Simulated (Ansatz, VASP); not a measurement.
**Cross-check of KNi between VASP and Ansatz**

One calculation is typed for both programs; each brings its own data sets and cutoff. How far apart do they land? The cell is invented: other elements were put on sites of a known structure type. It may not be a known or stable phase. The cell comes out of earlier VASP steps on this material, which relaxed, scaled or displaced it; both programs get it as it stands.

Calculated with Ansatz 0.2.0; plane waves, with VASP 6.6.1 beside it; relaxation of cell and atoms at PBE.

## 1. The structure

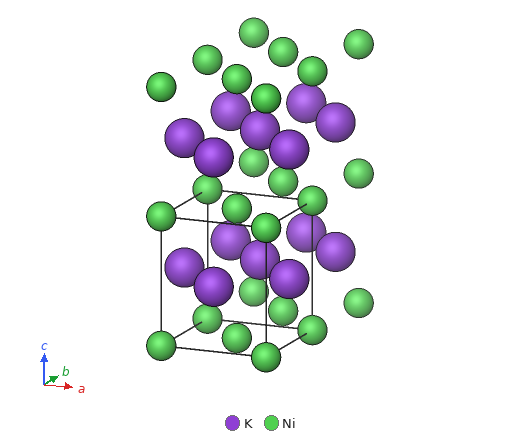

The starting structure, seen slightly off an axis (potassium purple, nickel green). 1×2×2 cells are drawn. This picture shows the conventional cell, with its axes. Some periodic images of atoms are drawn too.

## 2. VASP: relaxation of cell and atoms, PBE

The relaxed volume is the usual yardstick between codes: its relative difference is about their pressure difference at one cell divided by the bulk modulus.

Lines of VASP's logs that name or quote its potential files are left out, and so is its time.

INCAR reads:

```
SYSTEM = KNi
PREC = Accurate
ENCUT = 400
EDIFF = 1E-06
NELM = 100
ISMEAR = -1
SIGMA = 0.05
LREAL = .FALSE.
ALGO = Normal
GGA = PE
ISPIN = 2
MAGMOM = 0 1
LMAXMIX = 4
LORBIT = 11
LWAVE = .FALSE.
LCHARG = .FALSE.
IBRION = 2
NSW = 60
ISIF = 3
EDIFFG = -0.01
```

POSCAR reads:

```
KNi
1.0
    2.1239505714     -2.1723302173      0.0000000000
    2.1239505714      2.1723302173      0.0000000000
    0.0000000000      0.0000000000      4.9759136914
K Ni
1 1
Direct
    0.5000000000      0.5000000000      0.5000000000
    0.0000000000      0.0000000000      0.0000000000
```

KPOINTS reads:

```
Automatic mesh
0
Gamma
7 7 5
0 0 0
```

Potentials, in the order of the species: K_sv and Ni (PBE family, release 64).

The run is started by

```bash
$ mpirun -np 1 vasp_std
```

Numbers of over 12 decimals in the logs are rounded to 6 here.

The program printed:

```text
[banner, memory and clock lines left out]
running    1 mpi-ranks, on    1 nodes
 distrk:  each k-point on    1 cores,    1 groups
 distr:  one band on    1 cores,    1 groups

 POSCAR found type information on POSCAR K Ni
 POSCAR found :  2 types and       2 ions
 LDA part: xc-table for (Slater+PW92), standard interpolation
 POSCAR, INCAR and KPOINTS ok, starting setup
 FFT: planning ... GRIDC
 FFT: planning ... GRID_SOFT
 FFT: planning ... GRID
 WAVECAR not read
 entering main loop
       N       E                     dE             d eps       ncg     rms          rms(c)
DAV:   1     0.107177310473E+03    0.10718E+03   -0.77277E+03  2712   0.114E+03
DAV:   2     0.161934106945E+01   -0.10556E+03   -0.10019E+03  2822   0.287E+02
DAV:   3    -0.472928177432E+01   -0.63486E+01   -0.62240E+01  4888   0.689E+01
DAV:   4    -0.493581969537E+01   -0.20654E+00   -0.20619E+00  3400   0.784E+00
DAV:   5    -0.493935086709E+01   -0.35312E-02   -0.35309E-02  4350   0.114E+00    0.994E+00
DAV:   6    -0.651274586682E+01   -0.15734E+01   -0.11707E+01  2734   0.464E+01    0.143E+01
DAV:   7    -0.456908593120E+01    0.19437E+01   -0.59917E+00  2988   0.301E+01    0.306E+00
DAV:   8    -0.459028826830E+01   -0.21202E-01   -0.37781E-01  3786   0.600E+00    0.353E+00
DAV:   9    -0.455980998362E+01    0.30478E-01   -0.11010E-01  3416   0.409E+00    0.860E-01
DAV:  10    -0.455877084410E+01    0.10391E-02   -0.10377E-02  3704   0.135E+00    0.300E-01
DAV:  11    -0.455902912064E+01   -0.25828E-03   -0.91653E-04  3202   0.308E-01    0.136E-01
DAV:  12    -0.455907748863E+01   -0.48368E-04   -0.15897E-04  3626   0.164E-01    0.856E-02
DAV:  13    -0.455907231383E+01    0.51748E-05   -0.98530E-05  3806   0.117E-01    0.235E-02
DAV:  14    -0.455907694731E+01   -0.46335E-05   -0.17339E-05  3492   0.374E-02    0.112E-02
DAV:  15    -0.455907683501E+01    0.11230E-06   -0.10215E-06  2680   0.107E-02
   1 F= -.45590768E+01 E0= -.45520659E+01  d E =-.455908E+01  mag=     0.1451
[... from here on, the cycles between the ionic steps are left out ...]
   2 F= -.45597626E+01 E0= -.45529310E+01  d E =-.685814E-03  mag=     0.1417
   3 F= -.45600249E+01 E0= -.45533202E+01  d E =-.948108E-03  mag=     0.1395
   4 F= -.45598696E+01 E0= -.45533962E+01  d E =-.792794E-03  mag=     0.1357
   5 F= -.45600753E+01 E0= -.45534513E+01  d E =-.998468E-03  mag=     0.1381
   6 F= -.45600744E+01 E0= -.45534387E+01  d E =-.997520E-03  mag=     0.1383
   7 F= -.45601578E+01 E0= -.45535196E+01  d E =-.834473E-04  mag=     0.1384
   8 F= -.45603256E+01 E0= -.45536783E+01  d E =-.251232E-03  mag=     0.1387
   9 F= -.45602912E+01 E0= -.45536161E+01  d E =-.216882E-03  mag=     0.1392
 curvature:   1.71 expect dE= 0.381E-04 dE for cont linesearch  0.350E-04
 ZBRENT: bracketing found
 ZBRENT: interpolating
 opt :   8.1145  next Energy=    -4.560373 (dE=-0.299E-03)
 bond charge predicted
       N       E                     dE             d eps       ncg     rms          rms(c)
DAV:   1    -0.456358314352E+01   -0.32919E-02   -0.15301E-01  2796   0.353E+00    0.437E-01
DAV:   2    -0.456262593368E+01    0.95721E-03   -0.97986E-03  3468   0.146E+00    0.469E-01
DAV:   3    -0.456126809637E+01    0.13578E-02   -0.81640E-03  3228   0.119E+00    0.277E-01
DAV:   4    -0.456037579059E+01    0.89231E-03   -0.13703E-03  3648   0.545E-01    0.384E-02
DAV:   5    -0.456036951213E+01    0.62785E-05   -0.11208E-04  3430   0.144E-01    0.134E-02
DAV:   6    -0.456037050148E+01   -0.98935E-06   -0.69408E-06  3790   0.323E-02
  10 F= -.45603705E+01 E0= -.45537141E+01  d E =-.296147E-03  mag=     0.1389
 curvature:  -2.33 expect dE=-0.974E-06 dE for cont linesearch -0.418E-07
 trial: gam= 0.04017 g(F)=  0.961E-60 g(S)=  0.419E-06 ort =-0.119E-05 (trialstep = 0.261E+01)
 search vector abs. value=  0.451E-06
 reached required accuracy - stopping structural energy minimisation
```

From OUTCAR (step 2):

```text
ion  position               nearest neighbor table
   1  0.500  0.500  0.500-   2 3.27   2 3.27   2 3.27   2 3.27   2 3.30   2 3.30   2 3.30   2 3.30

  LATTYP: Found a base centered orthorhombic cell.
 ALAT       =     4.2479011428
 B/A-ratio  =     1.0227781411
 C/A-ratio  =     1.1713817069

 Subroutine GETGRP returns: Found  8 space group operations
 (whereof  8 operations were pure point group operations)

The static configuration has the point symmetry D_2h.

 Found     48 irreducible k-points:

   k-points           NKPTS =     48   k-points in BZ     NKDIM =     48   number of bands    NBANDS=     14

   dimension x,y,z NGX =    20 NGY =   20 NGZ =   32
   dimension x,y,z NGXF=    40 NGYF=   40 NGZF=   64

   ENCUT  =  400.0 eV  29.40 Ry    5.42 a.u.   4.95  4.95  8.11*2*pi/ulx,y,z

   NELECT =      19.0000    total number of electrons

 k-points in reciprocal lattice and weights: Automatic mesh
   0.00000000  0.00000000  0.00000000       0.004
   0.14285714 -0.00000000  0.00000000       0.016
   0.28571429  0.00000000  0.00000000       0.016
   0.42857143 -0.00000000  0.00000000       0.016
   0.14285714  0.14285714  0.00000000       0.008
   0.28571429  0.14285714  0.00000000       0.016
   0.42857143  0.14285714  0.00000000       0.016
  -0.42857143  0.14285714  0.00000000       0.016
  -0.28571429  0.14285714  0.00000000       0.016
[...]
0.42857143  0.42857143  0.40000000       0.016
  -0.42857143  0.42857143  0.40000000       0.016

 average (electrostatic) potential at core
       1 -35.4649       2 -87.2835

 E-fermi :   2.9358

 spin component 1
 k-point     1 :       0.0000    0.0000    0.0000
  band No.  band energies     occupation
    ...
      6       1.5877      1.00000
      7       1.6998      1.00000
      8       2.5759      0.99925
      9       2.5771      0.99923
     10       2.7506      0.97594
     11       5.5544      0.00000
     12       5.6156      0.00000
     13       6.9193      0.00000
     14      11.7614      0.00000

 k-point     2 :       0.1429   -0.0000    0.0000
  band No.  band energies     occupation
    ...
      6       1.6554      1.00000
      7       1.8315      1.00000
      8       2.4568      0.99993
      9       2.5911      0.99899
     10       2.6880      0.99300
     11       5.5009      0.00000
     12       5.9622      0.00000
     13       7.2367      0.00000
     14      11.4944      0.00000

 k-point     3 :       0.2857    0.0000    0.0000
  band No.  band energies     occupation
    ...
      6       1.8200      1.00000
      7       2.1156      1.00000
      8       2.2212      1.00000
      9       2.5522      0.99953
     10       2.6239      0.99805
     11       5.2132      0.00000
     12       6.6502      0.00000
     13       7.0218      0.00000
     14      10.4219      0.00000

 k-point     4 :       0.4286   -0.0000    0.0000
  band No.  band energies     occupation
    ...
      6       2.0567      1.00000
      7       2.1121      1.00000
      8       2.4480      0.99994
      9       2.6128      0.99844
     10       2.6503      0.99669
     11       4.8046      0.00000
     12       4.8675      0.00000
     13       7.2835      0.00000
     14      10.2511      0.00000

 k-point     5 :       0.1429    0.1429    0.0000
  band No.  band energies     occupation
    ...
      6       1.7457      1.00000
      7       1.9128      1.00000
      8       2.4576      0.99993
      9       2.4664      0.99992
     10       2.6209      0.99816
     11       5.5691      0.00000
     12       6.3499      0.00000
     13       7.5471      0.00000
     14      10.7073      0.00000

 k-point     6 :       0.2857    0.1429    0.0000
  band No.  band energies     occupation
    ...
      6       1.9244      1.00000
      7       2.1092      1.00000
      8       2.2137      1.00000
      9       2.4678      0.99991
     10       2.5110      0.99980
     11       5.5252      0.00000
     12       6.8551      0.00000
     13       7.4971      0.00000
     14      10.2755      0.00000

  Total       -0.0003221      0.0004566     -0.0041302     -0.0000000      0.0000000      0.0000000
  in kB       -0.0113767      0.0161277     -0.1458998     -0.0000000      0.0000000      0.0000000
  external PRESSURE =      -0.0470496 kB  Pullay stress =       0.0000000 kB

  energy-cutoff  :      400.00
  volume of cell :       45.36
      direct lattice vectors                 reciprocal lattice vectors
     2.140666932 -2.144387077  0.000000000     0.233572067 -0.233166859  0.000000000
     2.140666932  2.144387077  0.000000000     0.233572067  0.233166859  0.000000000
     0.000000000  0.000000000  4.940230067     0.000000000  0.000000000  0.202419723

 POSITION                                       TOTAL-FORCE (eV/Angst)
 -----------------------------------------------------------------------------------
      2.14067      0.00000      2.47012         0.000000      0.000000      0.000000
      0.00000      0.00000      0.00000         0.000000     -0.000000      0.000000
 -----------------------------------------------------------------------------------
    total drift:                                0.000000      0.000000      0.000000

  FREE ENERGIE OF THE ION-ELECTRON SYSTEM (eV)
  ---------------------------------------------------
  free  energy   TOTEN  =        -4.5603705015 eV

  energy  without entropy=       -4.5470577889  energy(sigma->0) =       -4.55371415

 reached required accuracy - stopping structural energy minimisation

 total charge
# of ion       s       p       d       tot
------------------------------------------
    1        1.984   5.569   0.071   7.625
    2        0.451   0.104   8.403   8.958
--------------------------------------------------
tot          2.435   5.673   8.474  16.582

 magnetization (x)
# of ion       s       p       d       tot
------------------------------------------
    1       -0.001  -0.001  -0.003  -0.005
    2       -0.005  -0.002   0.182   0.175
--------------------------------------------------
tot         -0.006  -0.003   0.179   0.169

[... 6 further parts left out ...]
```

(Part 1 of 2 ends here.)

[Lines on the potential files, build, host, timing and source positions are cut from VASP's logs without a mark.]

[Logs are printed without paths, hosts, clocks, repeated set-up lines and the standing remarks that a program may print on its own settings, such as how far it seeks lower states.]

[Hosts, paths, dates, database ids (printed as entryN), source tags and the programs' standing remarks are cut or masked in the printed files.]
